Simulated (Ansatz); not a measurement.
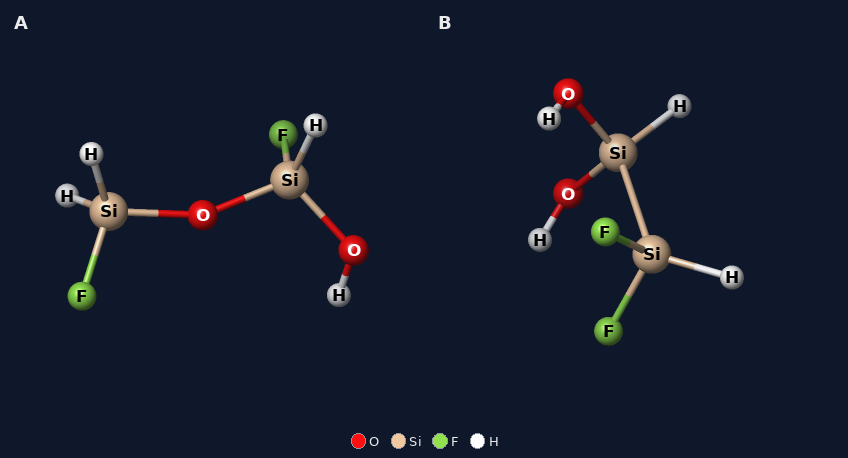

2 stationary structures of one formula. Geometries: PBE-D4/def2-SVP. Electronic energies: PBE-D4/def2-SVP (Ansatz 0.2.0), without zero-point energy. No frequency run is at hand to confirm each as a minimum. Each is one conformer, not always the lowest.

Are they conformers, stereoisomers or constitutional isomers?

They are constitutional isomers of F2H4O2Si2: A `O[Si@@H](F)O[SiH2]F`, B `O[SiH](O)[SiH](F)F`.

Rank them by energy, lowest first.

A is lowest; B lies 31.3 kcal/mol above it.
